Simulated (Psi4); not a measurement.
**M06-L/6-31G(d) (spherical functions) run of BGeNH6 (SMILES B[NH][GeH3])**

Aim: the vertical ionisation energy of BGeNH6 at M06-L/6-31G* (spherical functions), from 2 runs. 

The results are computed with Psi4 1.11.

5 further runs of the same task are left out: 3 that didn't finish, 2 set aside as unsound or not needed.

### Step 1. Starting point

The species is BGeNH6 (9 atoms), meant as a singlet with charge 0. As SMILES, `B[NH][GeH3]`. The shape is that of a PBE0-D4/def2-TZVP optimisation.

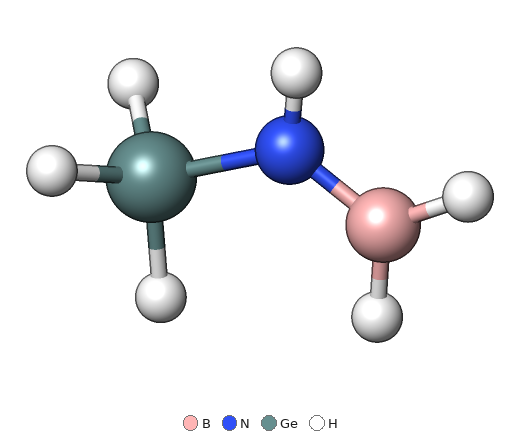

The structure, seen from a chosen angle (boron pink, nitrogen blue, germanium teal, hydrogen white).

### Step 2. The energy at M06-L/6-31G(d) (spherical functions)

File bgeh6n.inp:

```
memory 2.2 GB

molecule {
  B     -0.874000     0.629500    -1.162900
  N     -0.023300     0.687100    -0.062700
  Ge     0.665200    -0.761400     0.866600
  H     -1.217900    -0.440700    -1.581000
  H     -1.249100     1.647000    -1.674800
  H      0.253900     1.598400     0.272500
  H      2.201600    -0.714800     0.804900
  H      0.114900    -2.015200     0.184600
  H      0.217300    -0.676000     2.335700
  symmetry c1
  no_reorient
  no_com
}

set basis 6-31G*
set puream true
set e_convergence 1e-09
set d_convergence 1e-08
set scf_type pk
set dft_radial_points 99
set dft_spherical_points 590

e, wfn = energy('m06-l', return_wfn=True)
oeprop(wfn, 'WIBERG_LOWDIN_INDICES', 'MAYER_INDICES', 'LOWDIN_CHARGES')
```

Started as:

```bash
psi4 -n 1 bgeh6n.inp bgeh6n.out
```

bgeh6n.out:

```text
[...]
  Running in c1 symmetry.
[...]
  Nuclear repulsion =  177.534512165479441
[...]
  Multiplicity = 1
[...]
  Nalpha       = 25
  Nbeta        = 25
[...]
    Number of basis functions: 72
[...]
   @RKS iter   1: -2158.25896545257865   -1.89420e+00   3.91096e-02 DIIS/ADIIS
[...]
   @RKS iter  12: -2159.87838839580718   -1.00044e-11   8.52550e-09 DIIS
[...]
    Orbital Energies [Eh]
    ---------------------
    Doubly Occupied:
       1A   -398.081032     2A    -49.709829     3A    -44.132325
       4A    -44.131903     5A    -44.131878     6A    -14.177020
       7A     -6.626377     8A     -6.252664     9A     -4.373668
      10A     -4.371671    11A     -4.371497    12A     -1.142675
      13A     -1.140118    14A     -1.139446    15A     -1.138109
      16A     -1.137925    17A     -0.821414    18A     -0.529544
      19A     -0.479583    20A     -0.396013    21A     -0.339654
      22A     -0.335740    23A     -0.322837    24A     -0.272235
      25A     -0.260280
[...]
  @RKS Final Energy: -2159.87838839580718
   => Energetics <=
    Nuclear Repulsion Energy =            177.5345121654794411
    One-Electron Energy =               -3358.3717273289289551
    Two-Electron Energy =                1113.2035751441278535
    DFT Exchange-Correlation Energy =     -92.2447483764857168
    Empirical Dispersion Energy =           0.0000000000000000
    VV10 Nonlocal Energy =                  0.0000000000000000
    Total Energy =                      -2159.8783883958071783
[...]
 Multipole Moments:
 ------------------------------------------------------------------------------------
     Multipole            Electronic (a.u.)      Nuclear  (a.u.)        Total (a.u.)
 ------------------------------------------------------------------------------------
 L = 1.  Multiply by 2.5417464519 to convert [e a0] to [Debye]
 Dipole X            :        -31.7759609           32.2651839            0.4892229
 Dipole Y            :         32.1966056          -32.1421627            0.0544430
 Dipole Z            :        -40.6007724           41.2332571            0.6324847
 Magnitude           :                                                    0.8014612
[...]
```

Wall time 45 s (1 thread of AMD EPYC 7R43 (Zen 3), shared host); peak memory 1.3 GiB.

### Step 3. The doublet cation: energy and gradient at UM06-L/6-31G(d) (spherical functions)

File job.json:

```json
{
  "schema_name": "qcschema_input",
  "schema_version": 1,
  "molecule": {
    "schema_name": "qcschema_molecule",
    "schema_version": 2,
    "symbols": ["B", "N", "Ge", "H", "H", "H", "H", "H", "H"],
    "geometry": [-1.65162063, 1.1895826, -2.19756251, -0.04403062, 1.29843082, -0.11848583, 1.25704582, -1.43883747, 1.63763666, -2.30149745, -0.8328023, -2.987657, -2.3604569, 3.11237893, -3.16491331, 0.47980146, 3.02053824, 0.51495037, 4.16042104, -1.35077623, 1.52104056, 0.21712953, -3.80817609, 0.34884344, 0.41063749, -1.27745486, 4.41383331],
    "molecular_charge": 1,
    "molecular_multiplicity": 2,
    "fix_symmetry": "c1"
  },
  "driver": "gradient",
  "model": {
    "method": "m06-l",
    "basis": "6-31G*"
  },
  "keywords": {
    "reference": "uks",
    "puream": true,
    "e_convergence": 1e-09,
    "d_convergence": 1e-08,
    "scf_type": "pk",
    "dft_radial_points": 99,
    "dft_spherical_points": 590,
    "maxiter": 100,
    "scf_properties": ["MULLIKEN_CHARGES", "QUADRUPOLE", "WIBERG_LOWDIN_INDICES"]
  }
}
```

Started as:

```bash
psi4 --qcschema job.json -n 1 --memory 2200MB
```

stdout, shortened:

```text
[...]
  Running in c1 symmetry.
[...]
  Nuclear repulsion =  177.534512199236900
[...]
  Multiplicity = 2
[...]
  Nalpha       = 25
  Nbeta        = 24
[...]
    Number of basis functions: 72
[...]
   @UKS iter   1: -2158.06811757013566   -1.70335e+00   3.83203e-02 DIIS/ADIIS
[...]
   @UKS iter  25: -2159.50328579100642   -2.72848e-12   6.12964e-09 DIIS
[...]
   @S^2 Observed:                7.563925934E-01
[...]
  @UKS Final Energy: -2159.50328579100642
   => Energetics <=
    Nuclear Repulsion Energy =            177.5345121992369002
    One-Electron Energy =               -3346.1635280136797519
    Two-Electron Energy =                1101.0628591407471504
    DFT Exchange-Correlation Energy =     -91.9371291173105476
    Empirical Dispersion Energy =           0.0000000000000000
    VV10 Nonlocal Energy =                  0.0000000000000000
    Total Energy =                      -2159.5032857910064195
[...]
 Multipole Moments:
[...]
  Mulliken Charges: (a.u.)
   Center  Symbol    Alpha    Beta     Spin     Total
       1     B     2.42766  2.37873  0.04894  0.19361
       2     N     4.09082  3.35397  0.73685 -0.44478
       3    GE    15.82047 15.82739 -0.00692  0.35214
       4     H     0.47084  0.47827 -0.00743  0.05089
       5     H     0.46922  0.47508 -0.00585  0.05570
       6     H     0.26325  0.28850 -0.02525  0.44826
       7     H     0.50169  0.36956  0.13213  0.12876
       8     H     0.45423  0.45938 -0.00515  0.08640
       9     H     0.50183  0.36914  0.13269  0.12904
   Total alpha = 25.00000, Total beta = 24.00000, Total charge =  1.00000
[...]
  -Total Gradient:
     Atom            X                  Y                   Z
    ------   -----------------  -----------------  -----------------
       1        0.054279504817     0.001577984913     0.070253714919
       2       -0.036594658166    -0.006800227663    -0.047168704563
       3       -0.001259372570     0.037873089261    -0.002303208348
       4       -0.004172121277    -0.006903699750    -0.005370539921
       5       -0.004367018483     0.007269282117    -0.005699274061
       6       -0.003344715452    -0.014176731484    -0.004153310784
       7       -0.005801065040    -0.007566481007    -0.001286865498
       8        0.001191778240    -0.003543926537     0.001598895901
       9        0.000094854133    -0.007704825536    -0.005835784074
[...]
```

Run time: 2.4 min. Hardware: 1 thread of AMD EPYC 7R43 (Zen 3), shared host; peak memory 1.3 GiB.

### Step 4. What came out

At M06-L/6-31G* (spherical functions):

```
                                          quantity           value
                      singlet BGeNH6: total energy  -2159.87839 Eh
                     singlet BGeNH6: dipole moment          2.04 D
                       singlet BGeNH6: HOMO energy        -7.08 eV
                       singlet BGeNH6: LUMO energy         0.00 eV
                     singlet BGeNH6: HOMO–LUMO gap         7.08 eV
                      doublet cation: total energy  -2159.50329 Eh
doublet cation: HOMO energy (highest over α and β)       -13.35 eV
 doublet cation: LUMO energy (lowest over α and β)       -13.26 eV
                              doublet cation: ⟨S²⟩           0.756
          doublet cation: largest force on an atom      4.566 eV/Å
vertical ionisation energy (to the doublet cation)       10.207 eV
```

What this shows: The vertical ionisation energy comes to 10.21 eV (985 kJ/mol). The negative HOMO energy of the first species, 7.08 eV, lies 3.12 eV below that difference.
